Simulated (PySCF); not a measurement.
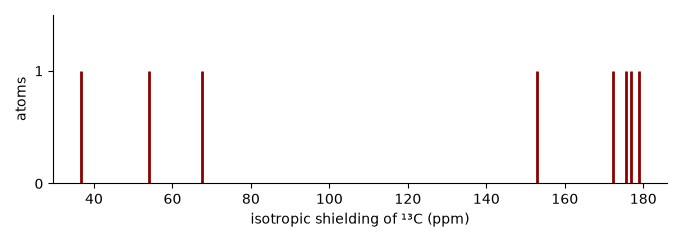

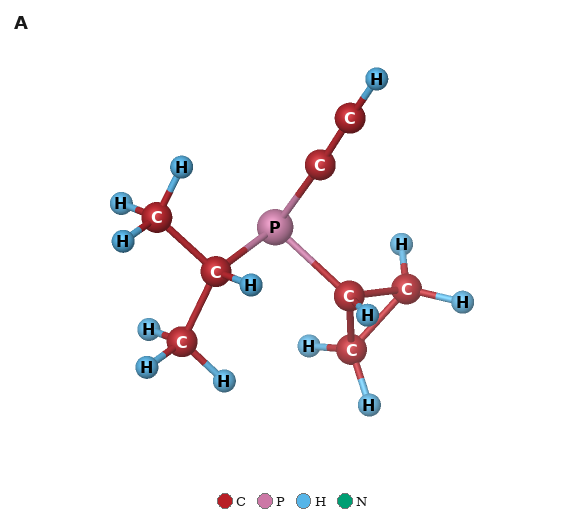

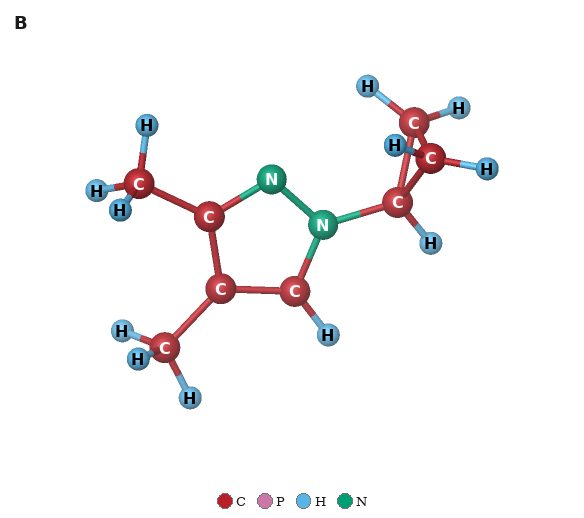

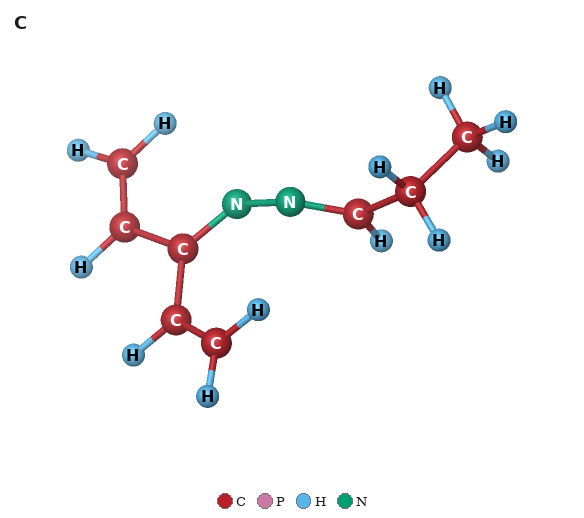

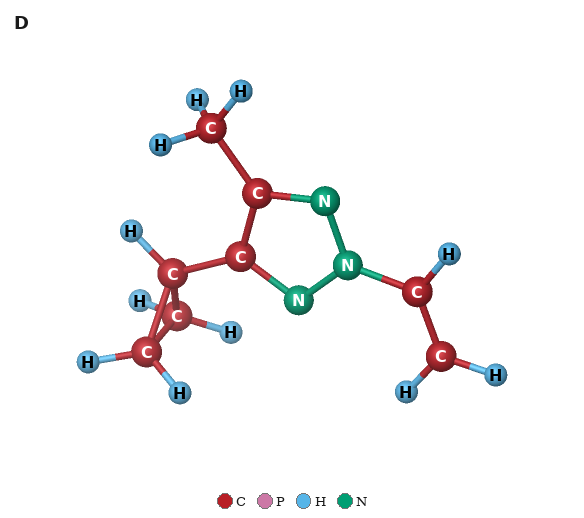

The sticks are computed shieldings of one of the molecules, for one fixed geometry (GFN2-xTB) without averaging over rotations. Low shielding means a high chemical shift. Method: GIAO PBE0/pcSseg-1 NMR shielding, non-relativistic, gas phase (PySCF 2.14.0).

Which molecule gives this pattern?

B, `Cc1cn(C2CC2)nc1C`. Its 8 C atoms give lines at 36.7, 54.0, 67.6, 152.9, 172.2, 175.6, 176.9, 178.8 ppm.

The geometry is semi-empirical. Around P such bond lengths and angles can be off by a tenth of an ångström or more and by several degrees, and values that hang on the shape move with them.
